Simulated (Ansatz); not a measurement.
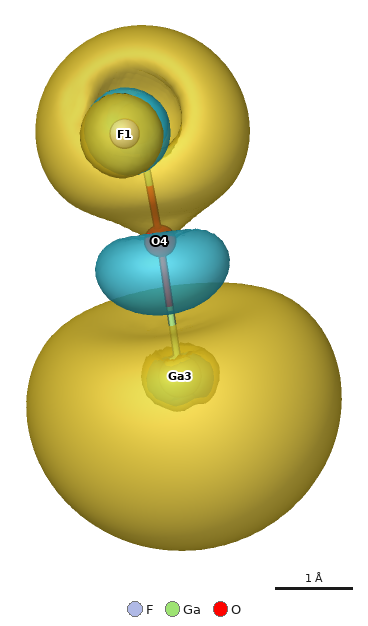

The picture shows: FGa2O (SMILES [F][Ga][O][Ga]) (doublet). The HOMO (β) at ±0.06 Å⁻³ᐟ² (yellow and cyan are the two phases), seen at an oblique angle.

Geometry: PBE-D3(BJ)/def2-SVP.

All numbers below come from isolated molecule in a Gaussian basis; Kohn-Sham density functional theory, functional PBE0 in Ansatz.

```xyz
4

F     0.4295    1.9854   -0.6824
Ga    0.0759    0.7912    0.6068
Ga   -1.7847   -1.8883   -0.8807
O    -0.8652   -0.6812    0.1233
```

Question: Where does this orbital lie, and at what energy?

Answer: Its weight (Hirshfeld) is mainly on Ga3 (about 75 %), O4 (about 15 %) and Ga2 (about 10 %); it is symmetric in the molecular plane (an in-plane orbital: σ, lone-pair or in-plane π type). Its energy is −7.56 eV.
